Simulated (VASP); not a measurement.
Band structure of AlGa3Sb4 (ordered alloy cell). Level of theory: PBEsol GGA, VASP's PBE PAW potentials (set 64) (plane waves; VASP).

Unless said otherwise, spin-orbit coupling is left out, though it shifts the bands of the heavy elements here.

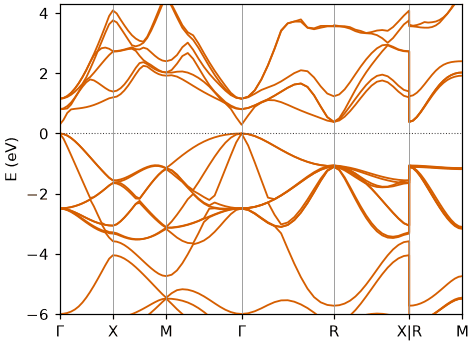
Bands along high-symmetry lines, zero at the valence-band maximum or, without a gap, the Fermi level

Q: Read the plot: is there a gap, and where are the band edges?

A: The gap is direct, 0.29 eV, from the valence maximum at Γ to the conduction minimum at Γ. (Edges off the drawn lines would not show.)

The structure was generated: AlGa3Sb4 was put into an ordered model structure (P-43m), which need not be its known phase. It was relaxed first.
